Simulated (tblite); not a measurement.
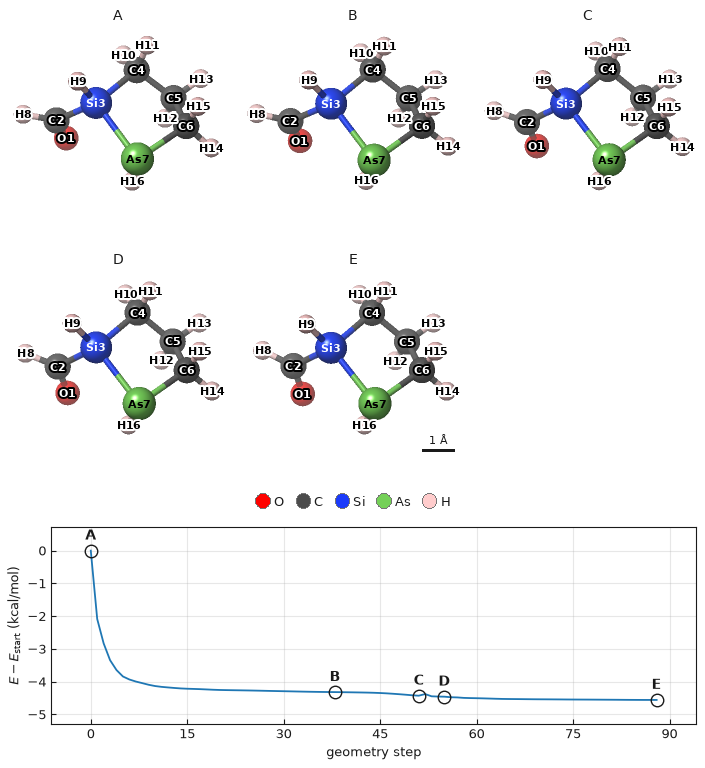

Frames of a relaxation of C$_{4}$H$_{9}$AsOSi, marked on the history of the run. The picture is a ball-and-stick view, seen face on.

The calculation used tblite 0.8.0, GFN2-xTB geometry optimisation, gas phase. 

Describe the path.

After 88 geometry steps the energy has fallen by 4.56 kcal/mol. H8 moves most after the best rigid fit: 0.47 Å. By element the largest moves are H 0.47 Å, O 0.43 Å, Si 0.13 Å, C 0.12 Å, As 0.10 Å. Some distances before and after: C2–Si3 1.837 → 1.925 Å, Si3–C4 1.861 → 1.918 Å, As7–H16 1.549 → 1.501 Å, C4–H11 1.122 → 1.092 Å. Among the angles between lasting bonds that change: As7–Si3–H9 112.1° → 123.6°, C2–Si3–H9 112.4° → 107.4°, C2–Si3–C4 110.7° → 106.3°. Groups turn about C2–Si3 by about 25°. From step 0 to 38: H9 moves most (0.14 Å), energy −4.32 kcal/mol. From step 38 to 51: O1 moves most (0.20 Å), energy −0.11 kcal/mol. From step 51 to 55: O1 moves most (0.11 Å), energy −0.03 kcal/mol. From step 55 to 88: H8 moves most (0.15 Å), energy −0.10 kcal/mol.

```csv
step,"E − E(0), kcal/mol"
0,0.00
1,-2.09
2,-2.83
3,-3.34
4,-3.64
5,-3.84
6,-3.93
7,-3.99
8,-4.04
9,-4.09
10,-4.13
14,-4.21
18,-4.24
22,-4.26
26,-4.27
31,-4.29
35,-4.31
39,-4.32
43,-4.33
47,-4.37
51,-4.43
55,-4.46
59,-4.50
63,-4.52
67,-4.53
72,-4.54
76,-4.54
80,-4.55
84,-4.55
88,-4.56
```
